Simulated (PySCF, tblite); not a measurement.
**C₃H₁₂OSi₂: geometry, infrared bands and NMR shifts**

Aim: predict the infrared bands and NMR shifts of C₃H₁₂OSi₂ (`C[SiH2]O[SiH](C)C`).

The runs use tblite 0.8.0 and PySCF 2.14.0, with density-fitted response routines of our own; the level of theory stands in each step. All values are computed, except where a source is named. Atoms count from 0, in the outputs and in this text.

## 1. Starting geometry

18 atoms, charge 0, multiplicity 1; geometry from: force field or distance geometry start.

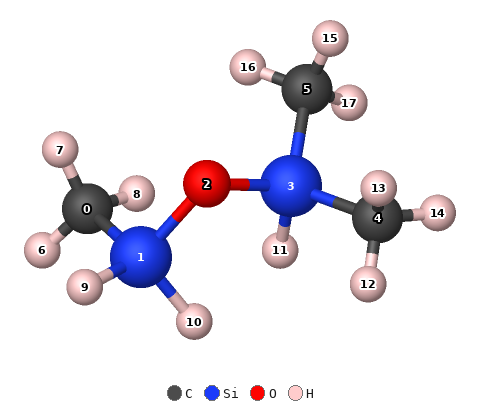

The starting geometry (carbon dark grey, silicon blue, oxygen red, hydrogen pink), atoms numbered.

## 2. Relaxing the molecule with GFN2-xTB

What the job is given:

```
{"job": {"kind": "relax", "xc": "GFN2-xTB", "basis": "xTB"}, "charge": 0, "multiplicity": 1}
C     -2.667500     0.054100    -0.414700
Si    -1.471600    -1.318100    -0.037600
O     -0.132300    -0.588300     0.801300
Si     0.845500     0.110800    -0.440200
C      2.470100    -0.783600    -0.351200
C      0.970300     1.941000    -0.309000
H     -3.581500    -0.306700    -0.937600
H     -2.896400     0.620300     0.520500
H     -2.103600     0.749900    -1.077500
H     -2.071800    -2.397000     0.757600
H     -0.915800    -1.785700    -1.320900
H      0.260300    -0.199100    -1.758200
H      2.284000    -1.808000    -0.755600
H      2.843100    -0.949100     0.681900
H      3.249500    -0.324700    -1.005100
H      1.606700     2.307000     0.524300
H     -0.040500     2.375100    -0.123400
H      1.342700     2.308400    -1.295700
```

Command:

```sh
OMP_NUM_THREADS=1 python probes_run.py task.json out
```

This one command runs all jobs of the session in turn.

The program printed:

```text
step      E/eV     max force
  0    -547.33738    2.981
  1    -547.65586    1.931
  2    -547.79305    0.776
  3    -547.85367    0.878
  4    -547.94761    0.606
  5    -547.98355    0.647
  6    -548.05941    0.689
  7    -548.11470    0.660
  8    -548.16190    0.518
  9    -548.19551    0.520
 10    -548.22967    0.473
 11    -548.26225    0.460
 12    -548.29250    0.397
 13    -548.31772    0.319
 14    -548.34163    0.315
 15    -548.37312    0.459
 16    -548.41034    0.609
 17    -548.43534    0.467
 18    -548.44534    0.273
 19    -548.45309    0.314
 20    -548.46341    0.468
 21    -548.47729    0.484
 22    -548.49266    0.298
 23    -548.50240    0.316
 24    -548.51020    0.244
 25    -548.51836    0.318
 26    -548.52663    0.215
 27    -548.53238    0.287
 28    -548.53691    0.200
 29    -548.54049    0.215
 30    -548.54312    0.156
 31    -548.54520    0.092
 32    -548.54689    0.121
 33    -548.54860    0.162
 34    -548.55038    0.134
 35    -548.55161    0.071
 36    -548.55254    0.067
 37    -548.55344    0.071
 38    -548.55437    0.071
 39    -548.55511    0.051
 40    -548.55555    0.043
 41    -548.55584    0.037
 42    -548.55613    0.036
 43    -548.55644    0.039
 44    -548.55673    0.036
 45    -548.55699    0.032
 46    -548.55727    0.037
 47    -548.55763    0.044
 48    -548.55811    0.051
 49    -548.55869    0.047
 50    -548.55928    0.058
 51    -548.55988    0.056
 52    -548.56050    0.053
 53    -548.56110    0.074
 54    -548.56171    0.072
 55    -548.56236    0.068
 56    -548.56313    0.062
 57    -548.56397    0.067
 58    -548.56486    0.070
 59    -548.56569    0.069
 60    -548.56665    0.082
 61    -548.56752    0.066
 62    -548.56864    0.071
 63    -548.56946    0.077
 64    -548.57053    0.068
 65    -548.57198    0.095
 66    -548.57388    0.111
 67    -548.57588    0.099
 68    -548.57766    0.093
 69    -548.57582    0.226
 70    -548.57960    0.073
 71    -548.58031    0.060
 72    -548.58191    0.076
 73    -548.58224    0.052
 74    -548.58268    0.047
 75    -548.58378    0.059
 76    -548.58510    0.104
 77    -548.58640    0.121
 78    -548.58798    0.083
 79    -548.58867    0.070
 80    -548.58847    0.094
 81    -548.58943    0.056
 82    -548.58976    0.048
 83    -548.59027    0.041
 84    -548.59081    0.033
 85    -548.59117    0.035
 86    -548.59147    0.035
 87    -548.59164    0.036
 88    -548.59185    0.035
 89    -548.59219    0.031
 90    -548.59246    0.027
 91    -548.59262    0.026
 92    -548.59272    0.021
 93    -548.59279    0.018
 94    -548.59289    0.025
 95    -548.59297    0.021
 96    -548.59302    0.016
 97    -548.59304    0.014
 98    -548.59306    0.014
 99    -548.59312    0.020
100    -548.59319    0.027
101    -548.59329    0.026
102    -548.59338    0.016
103    -548.59345    0.016
104    -548.59351    0.017
105    -548.59359    0.025
106    -548.59368    0.025
107    -548.59375    0.016
108    -548.59382    0.019
109    -548.59392    0.027
110    -548.59409    0.041
111    -548.59432    0.049
112    -548.59450    0.031
113    -548.59459    0.018
114    -548.59464    0.021
115    -548.59467    0.020
116    -548.59473    0.014
117    -548.59477    0.018
118    -548.59482    0.022
119    -548.59486    0.016
120    -548.59490    0.013
121    -548.59492    0.009
```

It took 0.76 s on 1 thread of Arm Neoverse V2, shared host.

Along the way: (not every step is listed)

```tsv
step	energy from step 0 (eV)	largest force (eV/Å)
0	0.0000	2.9813
1	-0.3185	1.9308
2	-0.4557	0.7755
3	-0.5163	0.8783
4	-0.6102	0.6064
5	-0.6462	0.6473
6	-0.7220	0.6894
7	-0.7773	0.6596
8	-0.8245	0.5181
18	-1.1080	0.2730
28	-1.1995	0.1999
38	-1.2170	0.0714
48	-1.2207	0.0513
58	-1.2275	0.0700
68	-1.2403	0.0932
78	-1.2506	0.0834
88	-1.2545	0.0351
98	-1.2557	0.0145
108	-1.2564	0.0191
116	-1.2573	0.0137
117	-1.2574	0.0180
118	-1.2574	0.0220
119	-1.2575	0.0163
120	-1.2575	0.0135
121	-1.2575	0.0094
```

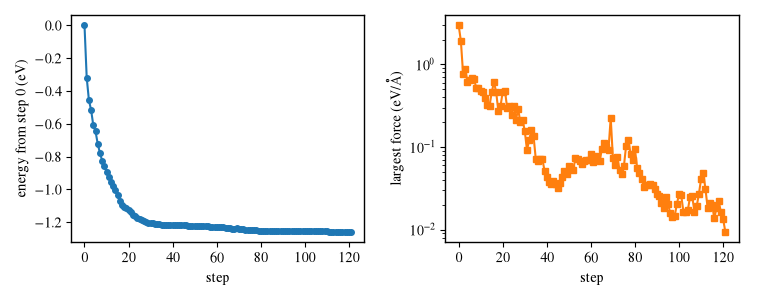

Energy and largest force along the relaxation.

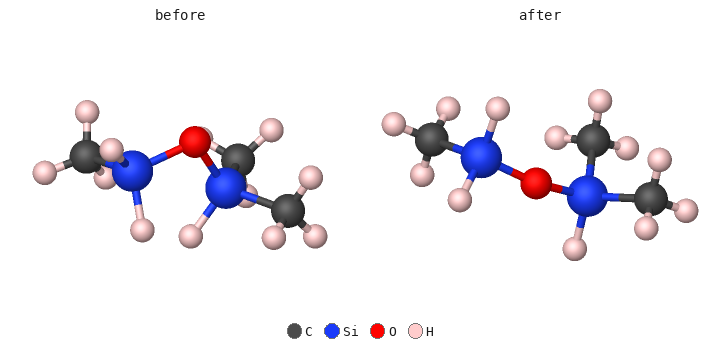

The geometry before (left) and after (right).

Close pairs (by a distance rule), those that changed most:

```tsv
bond	before (Å)	after (Å)	change (Å)
Si1–O2	1.741	1.621	-0.120
O2–Si3	1.728	1.627	-0.101
Si3–C5	1.839	1.900	+0.061
Si3–C4	1.857	1.898	+0.041
C0–Si1	1.859	1.897	+0.038
C5–H17	1.117	1.085	-0.031
C4–H12	1.117	1.086	-0.031
C4–H14	1.116	1.086	-0.031
```

The next job starts from the end point, and lists it.

## 3. Infrared spectrum with GFN2-xTB

What the job is given:

```
{"job": {"kind": "ir", "xc": "GFN2-xTB", "basis": "xTB"}, "charge": 0, "multiplicity": 1}
C     -2.913348     0.048278    -0.396148
Si    -1.609678    -1.296671    -0.098010
O     -0.161532    -0.790714    -0.620530
Si     1.123628     0.140406    -0.978852
C      2.675351    -0.769184    -0.372520
C      0.952416     1.829792    -0.125660
H     -3.902037    -0.289933    -0.100910
H     -2.691443     0.948866     0.170629
H     -2.960330     0.328031    -1.445492
H     -1.469097    -1.579246     1.333184
H     -1.886017    -2.503198    -0.879412
H      1.097420     0.274644    -2.440628
H      2.732448    -1.768108    -0.794156
H      2.680471    -0.871785     0.709301
H      3.578656    -0.238705    -0.657048
H      0.905287     1.725860     0.955254
H      0.047359     2.339938    -0.442967
H      1.791686     2.478048    -0.357212
```

The program printed:

```text
mode    cm-1     km/mol
  1       5.0      0.42
  2      26.1      1.22
  3      44.0      1.10
  4      99.8      0.03
  5     113.1      0.50
  6     122.1      0.24
  7     157.9      0.13
  8     174.1      3.22
  9     238.1     18.80
 10     245.8     18.94
 11     476.0     57.61
 12     521.5      2.04
 13     612.1     23.32
 14     621.0     76.83
 15     658.2    100.87
 16     700.8    104.70
 17     709.0     69.91
 18     755.0      6.76
 19     763.1     45.95
 20     775.8    239.48
 21     793.3      2.74
 22     820.5     31.57
 23     833.0    281.86
 24     836.9    300.25
 25     838.2    307.12
 26     871.7     22.03
 27    1081.4    829.47
 28    1374.2      2.96
 29    1375.0     33.49
 30    1375.9     10.45
 31    1484.4      0.04
 32    1487.7      0.17
 33    1487.8      0.04
 34    1490.0      0.44
 35    1491.2      0.52
 36    1494.6      0.31
 37    2199.1    236.22
 38    2217.2    510.61
 39    2244.2    203.42
 40    3029.4     17.96
 41    3029.6     30.01
 42    3032.5     24.56
 43    3034.0     50.93
 44    3038.5     26.44
 45    3044.9     19.29
 46    3046.9     28.95
 47    3048.6      8.74
 48    3050.7     59.20
```

Wall time 0.56 s (1 thread of Arm Neoverse V2, shared host).

The strongest bands and the atoms that carry them (share of the mass-weighted mode):

```tsv
cm⁻¹	km/mol	atoms
776	239.5	H9 29 %, H10 28 %, Si1 23 %, C0 10 %
833	281.9	H16 20 %, H6 11 %
837	300.2	H13 18 %, H12 15 %
838	307.1	Si3 15 %, H12 12 %, H16 12 %
1081	829.5	O2 78 %, Si1 10 %
2199	236.2	H11 95 %
2217	510.6	H9 78 %, H10 16 %
2244	203.4	H10 80 %, H9 18 %
```

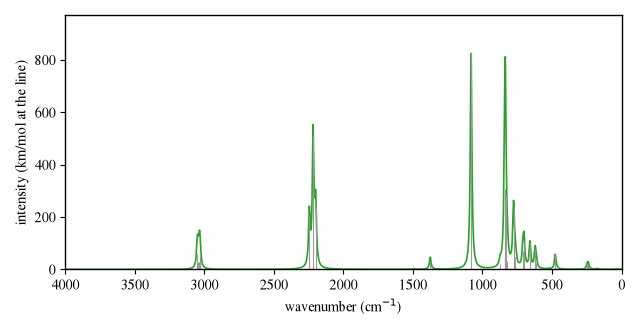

The infrared spectrum from these modes, unscaled. Lines are broadened to a width of 14 cm⁻¹ (Lorentzian).

## 4. NMR shieldings: PBE0/pcSseg-1

Settings changed since step 3:

```diff
@@ -1,2 +1,2 @@
-{"job": {"kind": "ir", "xc": "GFN2-xTB", "basis": "xTB"}, "charge": 0, "multiplicity": 1}
+{"job": {"kind": "nmr", "xc": "PBE0", "basis": "pcSseg-1"}, "charge": 0, "multiplicity": 1}
 C     -2.913348     0.048278    -0.396148
```

Level: GIAO PBE0/pcSseg-1 NMR shielding, non-relativistic, gas phase.

The program printed:

```text
coarse grid: 15032 points
cycle   1  E = -775.1441944026  dE =  2.847e-01  |g| = 8.760e-01  |ddm| = 3.639e+00
cycle   2  E = -774.9685611710  dE =  1.756e-01  |g| = 1.294e+00  |ddm| = 1.738e+00
cycle   3  E = -775.2895709281  dE = -3.210e-01  |g| = 1.637e-01  |ddm| = 1.235e+00
cycle   4  E = -775.2949318700  dE = -5.361e-03  |g| = 3.542e-02  |ddm| = 1.418e-01
cycle   5  E = -775.2952439021  dE = -3.120e-04  |g| = 5.274e-03  |ddm| = 3.385e-02
cycle   6  E = -775.2952505201  dE = -6.618e-06  |g| = 1.066e-03  |ddm| = 7.294e-03
final grid: 133152 points
cycle   7  E = -775.3392495387  dE = -2.004e-05  |g| = 1.093e-02  |ddm| = 2.011e-02
cycle   8  E = -775.3392255185  dE =  2.402e-05  |g| = 1.559e-02  |ddm| = 1.798e-02
cycle   9  E = -775.3392744062  dE = -4.889e-05  |g| = 1.578e-03  |ddm| = 1.119e-02
cycle  10  E = -775.3392748987  dE = -4.925e-07  |g| = 1.444e-04  |ddm| = 1.296e-03
cycle  11  E = -775.3392749030  dE = -4.351e-09  |g| = 3.753e-05  |ddm| = 1.683e-04
cycle  12  E = -775.3392749033  dE = -2.892e-10  |g| = 8.639e-06  |ddm| = 4.795e-05
converged SCF energy = -775.3392749033

GIAO shielding tensors (ppm)
atom      isotropic    diamagn.    paramagn.     s11        s22        s33       span
  0 C      186.384     255.490     -69.106    173.277    189.817    196.056     22.778
  1 Si     374.228     881.402    -507.175    324.579    374.421    423.684     99.105
  2 O      294.735     401.845    -107.110    233.519    307.647    343.039    109.521
  3 Si     355.817     881.480    -525.663    313.869    366.099    387.482     73.613
  4 C      185.078     254.695     -69.617    174.465    186.809    193.960     19.495
  5 C      185.027     257.296     -72.270    174.756    187.092    193.232     18.476
  6 H       31.885      28.439       3.446     27.888     27.970     39.798     11.910
  7 H       31.262      33.932      -2.670     27.076     29.917     36.791      9.715
  8 H       31.221      31.462      -0.241     27.444     29.150     37.068      9.624
  9 H       26.491      31.258      -4.768     22.579     25.494     31.399      8.819
 10 H       26.524      29.516      -2.992     22.457     25.313     31.803      9.345
 11 H       26.453      30.102      -3.649     23.147     24.854     31.358      8.211
 12 H       31.265      30.332       0.933     26.983     28.790     38.022     11.039
 13 H       31.403      32.793      -1.391     27.714     29.487     37.008      9.295
 14 H       31.931      29.150       2.781     27.635     28.998     39.160     11.524
 15 H       31.463      34.477      -3.014     28.440     29.066     36.881      8.441
 16 H       31.386      33.670      -2.284     26.954     29.616     37.588     10.635
 17 H       31.842      30.532       1.310     27.421     28.929     39.177     11.756
```

Run time: 30 s. Hardware: 1 thread of Arm Neoverse V2, shared host; peak memory 0.8 GiB.

Shifts follow as δ = σ(reference) − σ, with reference shieldings (ppm) from runs at the same level and on the same kind of geometry: ¹H TMS 31.72, ¹³C TMS 186.9, ²⁹Si TMS 349.2, ¹⁷O H2O 336.1. The references are single molecules in the gas phase, so shifts against H2O, NH3, PH3, H3PO4 or CFCl3 are not on the usual liquid scales and can be off by tens of ppm. Atoms listed in one row are averaged.

```tsv
atoms	environment	σ (ppm)	δ (ppm)	δ scaled to CDCl3
C4, C5	methyl carbon bonded to Si	185.1	1.9	-0.1
C0	methyl carbon bonded to Si	186.4	0.5	-1.4
H11	hydrogen on a silicon bonded to 2 C, O	26.45	5.26	–
H9, H10	hydrogen on a silicon bonded to C, O	26.51	5.21	–
H6, H7, H8	hydrogen on a methyl carbon bonded to Si	31.46	0.26	0.35
H12, H13, H14, H15, H16, H17	hydrogen on a methyl carbon bonded to Si	31.55	0.17	0.26
Si3	silicon bonded to 2 C, O, H	355.8	-6.7	–
Si1	silicon bonded to C, O, 2 H	374.2	-25.1	–
O2	oxygen bonded to 2 Si	294.7	41.3	–
```

The scaled column applies a straight-line fit of computed shieldings to shifts measured in CDCl3 (root-mean-square error 0.16 ppm for H, 1.9 ppm for C).

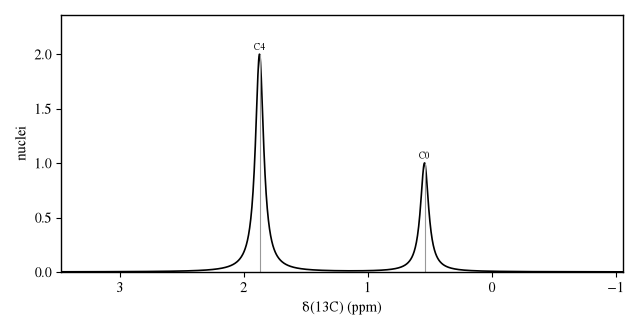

¹³C lines at the computed shifts, without couplings. Lines are broadened to a width of 0.08 ppm (Lorentzian).

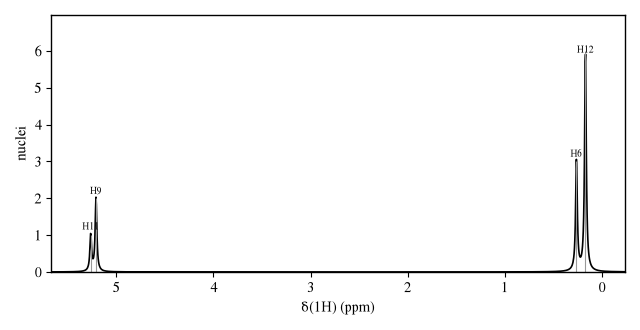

¹H lines at the computed shifts, without couplings. Lines are broadened to a width of 0.02 ppm (Lorentzian).

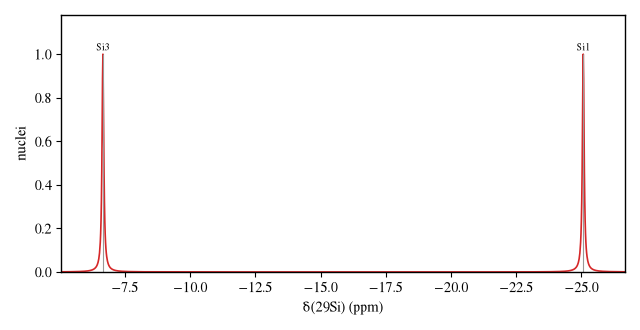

²⁹Si lines at the computed shifts, without couplings. Lines are broadened to a width of 0.08 ppm (Lorentzian).

The run also stored atomic charges by several schemes (e):

```tsv
atoms	Mulliken	IAO	Hirshfeld	ESP fit
C0	-0.65	-0.74	-0.22	-0.63
Si1	0.87	1.03	0.41	0.81
O2	-0.73	-0.88	-0.30	-0.59
Si3	1.00	1.16	0.44	1.03
C4, C5	-0.65	-0.74	-0.22	-0.77
```

IAO charges:

C0 -0.74; Si1 1.03; O2 -0.88; Si3 1.16; C4 -0.74; C5 -0.75; H6 0.16; H7 0.16; H8 0.16; H9 -0.16; H10 -0.15; H11 -0.17; H12 0.16; H13 0.15; H14 0.15; H15 0.15; H16 0.15; H17 0.16

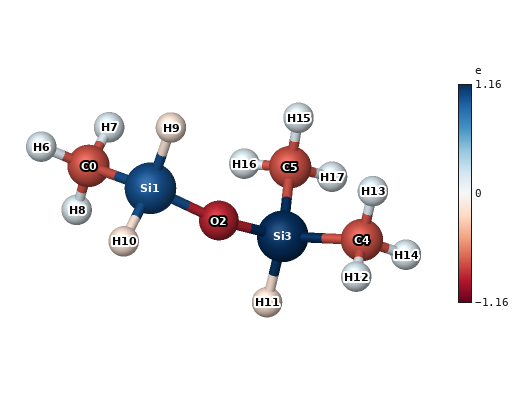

IAO charges, as colours on the atoms.

Mayer bond orders: C0–Si1 0.94, Si1–O2 0.94, O2–Si3 0.92, Si3–C4 0.94, Si3–C5 0.93.

Orbitals, density, ELF and potential are computed afterwards from the orbital file.

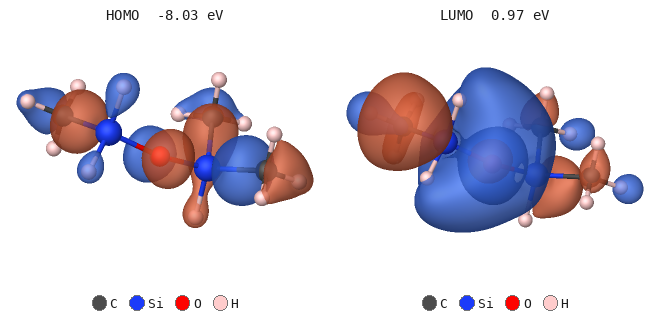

PBE0/pcSseg-1 orbitals near the gap, drawn at the value that encloses 70 % of each; the two colours are the two signs.

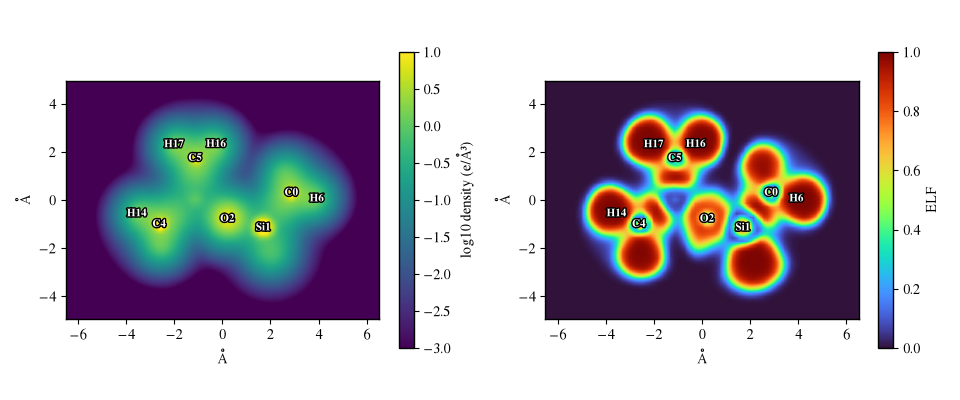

Density (left) and ELF (right) in a plane through or near 9 of the atoms.

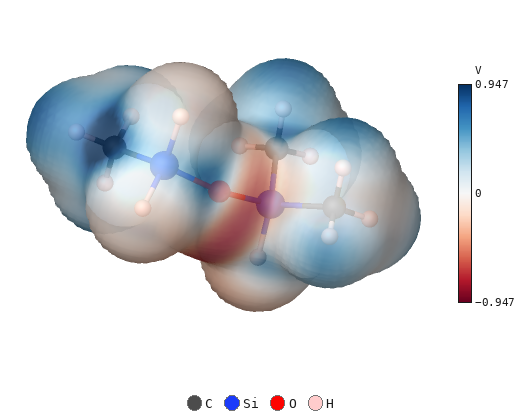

Electrostatic potential on the surface of density 0.002 e/bohr³; red is low, blue high. It runs from -0.62 V near O2 to 0.95 V near H6.

## 5. Outcome

| quantity | value |
| --- | --- |
| strongest single infrared mode (GFN2-xTB) | 1081 cm⁻¹, 829 km/mol |
| zero-point energy (GFN2-xTB) | 87.2 kcal/mol |
| ¹³C shifts against TMS (PBE0/pcSseg-1, means over atoms taken as alike) | 1.9, 0.5 ppm |
| ¹H shifts against TMS (PBE0/pcSseg-1, means over atoms taken as alike) | 5.26, 5.21, 0.26, 0.17 ppm |
| ²⁹Si shifts against TMS (PBE0/pcSseg-1) | -6.7, -25.1 ppm |
| ¹⁷O shifts against H2O (PBE0/pcSseg-1) | 41.3 ppm |
| surface potential, least and greatest | -0.62 V and 0.95 V |

What this shows: Relaxing lowered the energy by 1.258 eV in 121 steps; the close pair that moved most is Si1–O2, from 1.741 to 1.621 Å. No mode is imaginary among the 48: a minimum at this level. The strongest single mode, at 1081 cm⁻¹, moves mainly O2. GFN2-xTB is a fitted tight-binding method: band positions and strengths are rough. Its intensities can rank the bands wrongly. At PBE0/pcSseg-1: The widest tensor belongs to O2: span 110 ppm, with a paramagnetic part of -107 ppm.
